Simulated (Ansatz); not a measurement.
**Energy over volume and axial ratio for BaF2 (fluorite)**

BaF2 (fluorite)

```
CELL_PARAMETERS angstrom
      0.00000     3.12321     3.12321
      3.12321     0.00000     3.12321
      3.12321     3.12321     0.00000
ATOMIC_POSITIONS crystal
  Ba 0.00000 0.00000 0.00000
  F  0.25000 0.25000 0.25000
  F  0.75000 0.75000 0.75000
```

Two coordinates are scanned: the volume, and the ratio of the stretch along z (the conventional c axis) to the stretch across it. Atoms keep their fractional coordinates.

Computed with PBE (plane waves to 420 eV, PAW, scalar-relativistic; Ansatz, a quantum-chemistry and plane-wave program). k mesh 9×9×9 (Γ-centred), Fermi-Dirac smearing 0.05 eV. The energy includes the smearing's −TS. BaF2 was relaxed with its symmetry unable to fall. The zero of ΔE is the relaxed starting cell.

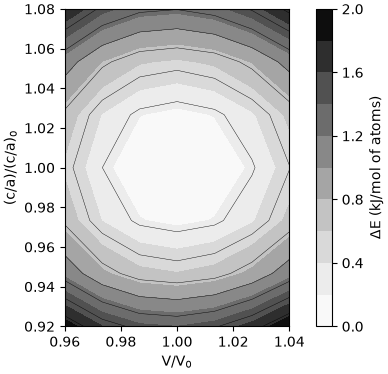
Fig. 1. ΔE (kJ/mol of atoms) over the 7×7 grid of computed points.

The shear modulus C′ = (C11 − C12)/2 (fit, atoms clamped) is 25 GPa. Highest place on the grid: V/V₀ = 1.040, (c/a)/(c/a)₀ = 0.920 (20.2 meV/atom). Lowest place on the grid: V/V₀ = 1.000, (c/a)/(c/a)₀ = 1.000 (0.0 meV/atom).

Near the relaxed cell σzz − σxx = −2Cδ (compression positive), C being this modulus and δ the logarithm of the ratio.

(A scan under strain: stresses follow from slopes of the energy per volume, elastic moduli from its curvatures.)
